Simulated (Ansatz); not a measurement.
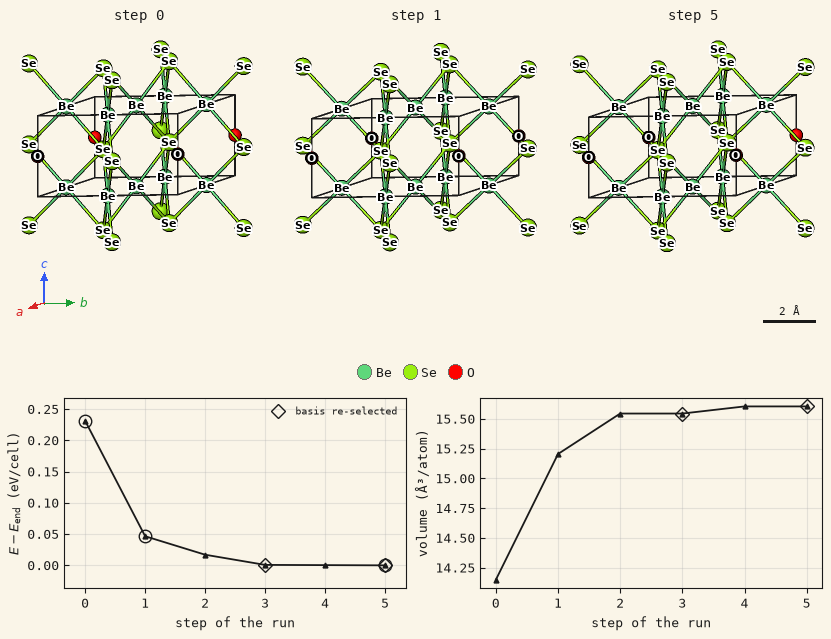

Frames of a relaxation of crystalline Be₃Se₂O (a generated structure, set up in P6/mmm) (coarse preliminary run), marked on the history of the run. The picture is a ball-and-stick view of the cell of the calculation, seen slightly off an axis.

The calculation used Ansatz 0.2.0, DFT PBE, scalar-relativistic, plane waves, PAW. Set-up: plane-wave cutoff 420 eV; k-point mesh 6 × 6 × 6; occupations gaussian; smearing width 0.1 eV; collinear spin; cell and atoms relaxed; force threshold 0.04 eV/Å; at most 70 steps.

> What happens along the run?

No atom moves by more than 0.005 Å relative to the cell. The volume changes by +10.3 %, with a = b 5.528 → 5.816 Å (+5.2 %), c 3.207 → 3.196 Å (−0.4 %). Some distances before and after: Be–Se 2.262 → 2.318 Å. Among the angles between lasting bonds that change: Se–Be–Se 89.7° → 92.8°, Se–Be–Se 90.3° → 87.2°, Be–Se–Be 90.3° → 87.2°. The space group stays P6/mmm (No. 191). After 3 accepted moves (5 points after the start) the energy has fallen by 0.231 eV per cell of the calculation. All forces vanish by symmetry, so only the cell relaxes. Pressure: 6.15 GPa at the start and 0.03 GPa at the end. At 2 points the geometry stayed and the basis and grid were re-selected for the new cell (energy shift of 16.3 meV per cell of the calculation at most each time). From step 0 to 1: volume +7.5 %, energy −0.185 eV per cell of the calculation. From step 1 to 5: volume +2.6 %, energy −46.6 meV per cell of the calculation.
